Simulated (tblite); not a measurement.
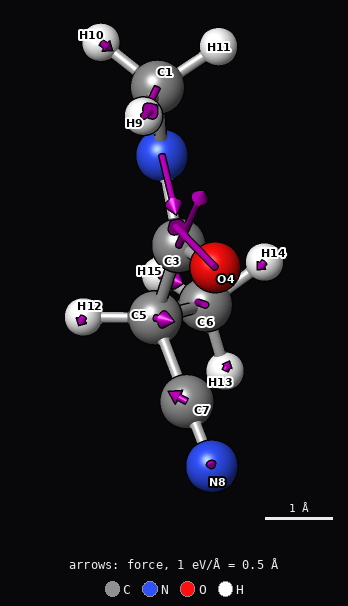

Starting geometry of C5H7N2O (multiplicity 2) with the computed forces as purple arrows. A ball-and-stick model, seen from a free direction.

Theory: tblite 0.8.0, GFN2-xTB geometry optimisation, gas phase. 

### What follows when this structure is relaxed?

It isn't relaxed: the largest force vector, on the O atom, is 3.37 eV/Å. The final displacements have little in common with the starting forces (cosine between the two patterns 0.30). The largest move after the best rigid fit is that of the O atom, 2.11 Å. By element the largest moves are O 2.11 Å, H 1.47 Å, N 1.05 Å, C 0.63 Å. Among the contacts that change: C–N 1.412 → 1.313 Å, C–N 1.448 → 1.401 Å, C–O 1.276 → 1.229 Å, C–H 1.131 → 1.087 Å. Among the angles between lasting bonds that change: C–N–C 120.5° → 128.1°, C–C–H 113.5° → 108.0°, O–C–C 119.0° → 124.1°. Groups turn about C–C by about 95°, C–C by about 35°, C–N by about 25°. After 195 geometry steps the energy has fallen by 61.6 kJ/mol. The run took 1 s on 1 thread of Arm Neoverse V2, on a shared host.
